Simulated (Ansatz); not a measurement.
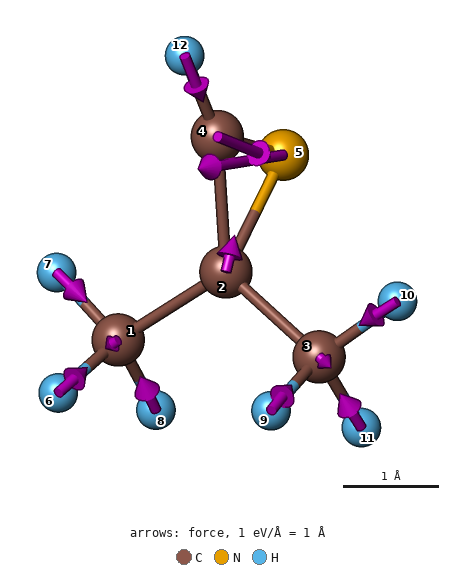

Starting geometry of C$_{4}$H$_{7}$N with the computed forces as purple arrows. The picture is a ball-and-stick view, seen at a tilt.

The start comes from PBE-D4/def2-SVP.

Method: RKS PBE0-D4/def2-TZVP in Ansatz.

Input
```yaml
crystal:
  periodic: [false, false, false]
  atoms:
    - {symbol: C, position_ang: [-1.353458, 0.317692, -0.126063]}
    - {symbol: C, position_ang: [0.144450, 0.091330, -0.177981]}
    - {symbol: C, position_ang: [0.664911, -1.029053, 0.700388]}
    - {symbol: C, position_ang: [1.042214, 1.126317, -0.683939]}
    - {symbol: N, position_ang: [0.818445, 0.246748, -1.570934]}
    - {symbol: H, position_ang: [-1.677858, 0.603798, 0.897159]}
    - {symbol: H, position_ang: [-1.667108, 1.117744, -0.823875]}
    - {symbol: H, position_ang: [-1.899580, -0.610876, -0.398934]}
    - {symbol: H, position_ang: [0.462094, -0.821512, 1.772715]}
    - {symbol: H, position_ang: [1.756078, -1.168083, 0.576157]}
    - {symbol: H, position_ang: [0.164594, -1.988858, 0.448591]}
    - {symbol: H, position_ang: [1.622118, 2.059654, -0.579285]}
basis:
  gaussian: {orbitals: def2-TZVP}
hamiltonian: {xc: pbe0, dispersion: d4}
relax: {f_tol: 0.005, max_steps: 150}
```

Launched with:
```bash
ansatz run in.yaml --threads 4 --pin off --events-out ev --progress --plain --max-ram 10444MiB
```

**What follows when this structure is relaxed?**

It isn't relaxed: the largest force vector, on N5, is 1.60 eV/Å. The final displacements follow the starting forces only in part (cosine between the two patterns 0.63). The atom that moves furthest after the best rigid fit is H12 (0.034 Å). Largest moves by element: H 0.034 Å, N 0.026 Å, C 0.016 Å. Near-neighbour distances that change, for instance: C2–N5 1.555 → 1.529 Å, C4–N5 1.269 → 1.249 Å, C4–H12 1.104 → 1.085 Å, C1–H6 1.111 → 1.094 Å. Over 6 geometry steps the energy falls by 6.03 kJ/mol. Largest force component: 1.3 eV/Å at the start, 0.0009 eV/Å at the end. Cost: 16 s on 4 threads of Arm Neoverse V2, with other jobs on the host.
